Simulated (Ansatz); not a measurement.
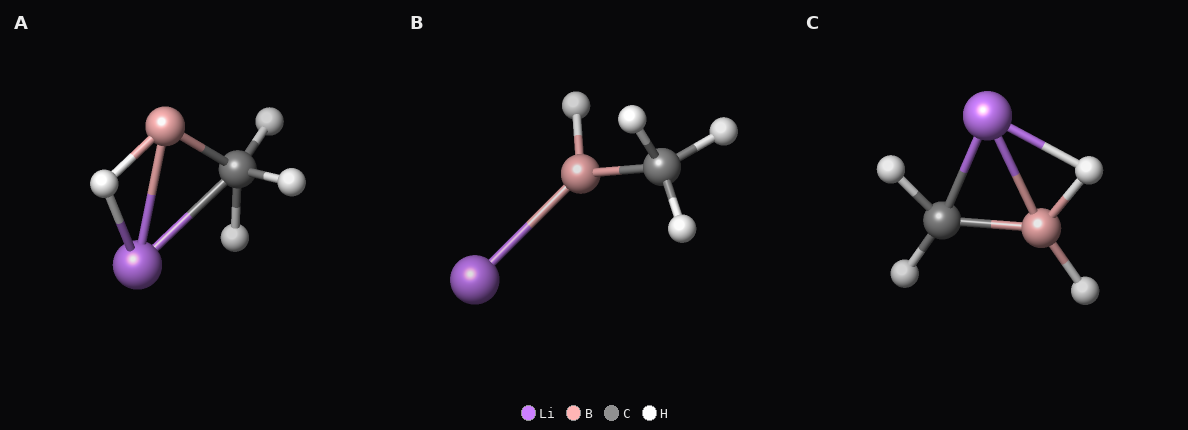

3 stationary structures of one formula. Geometries: PBE-D4/def2-SVP. Electronic energies: PBE-D4/def2-SVP (Ansatz 0.2.0), without zero-point energy. No frequency run is at hand to confirm each as a minimum. Each is one conformer, not always the lowest.

### Which is lowest in energy, and by how much?

C is lowest; B lies 39.2 kcal/mol above it (C1), A lies 68.5 kcal/mol above it (C1).
